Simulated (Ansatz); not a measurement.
SiAu2O3

```
Si Au O
1.0
     2.75820    0.00000    0.00000
    -1.37910    2.38867    0.00000
     0.00000    0.00000   11.73106
Si Au O
1 2 3
Direct
  0.00000 0.00000 0.00000
  0.33333 0.66667 0.64674
  0.66667 0.33333 0.35326
  0.33333 0.66667 0.07483
  0.66667 0.33333 0.92517
  0.00000 0.00000 0.50000
```

Space group P-3m1; a structure from a database of computed crystals, not necessarily the ambient phase; started from the CaSm2S3-164 prototype, which need not be the ambient phase.

Computed with Ansatz, DFT, r2SCAN+rVV10, plane waves, PAW.

In a PAW calculation such maps are meaningful between the atoms, not at the nuclei.

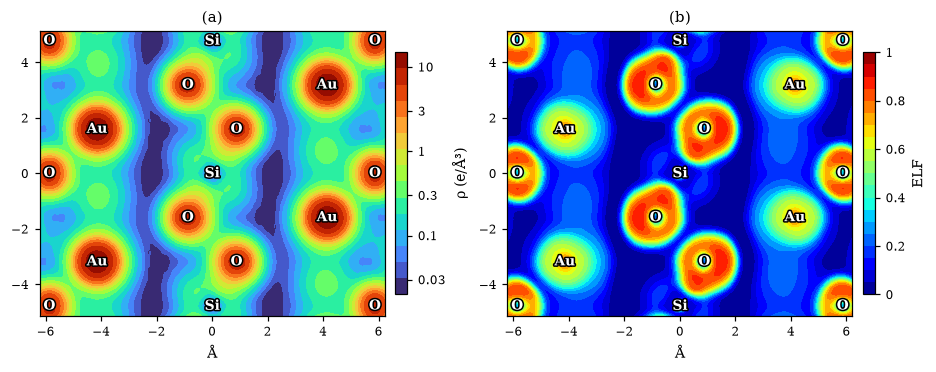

Figure 1. (a) valence pseudo-density; (b) ELF on the (110) plane of the conventional cell.

Read the bonding off the picture.

Answer. The plane passes through Si, Au and O nuclei.
Si–O (1.82 Å): ρ at the midpoint is about 0.88 e/Å³; the ELF peaks at about 0.85 between the atoms.
Au–O (2.35 Å): the density is about 0.45 e/Å³ at the midpoint; the ELF is about 0.15 at the midpoint (no localised pair shows between them).
Between the atoms the lowest density in this plane is 0.02 e/Å³.
The ELF also peaks beside O, away from the bonds: lone-pair regions.
The features right at Au lie inside the PAW spheres, where the map follows smoothed inner orbitals and isn't to be read closely.

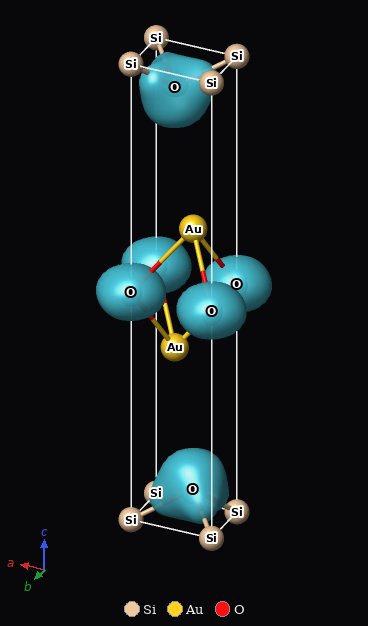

Figure 2. Isosurface of the ELF at 0.65 (cyan), seen at an oblique angle. Only the valence region is drawn (cores and ρ < 0.01 e/Å³ removed). Sticks mark near contacts.

What do the ELF domains correspond to?

Answer. The surface consists of two regions on O in which the atom's valence shell and bonds are merged and one region wrapped around O (its valence shell), counted in one cell of 6 atoms. Any copies at cell faces, edges or corners count once.
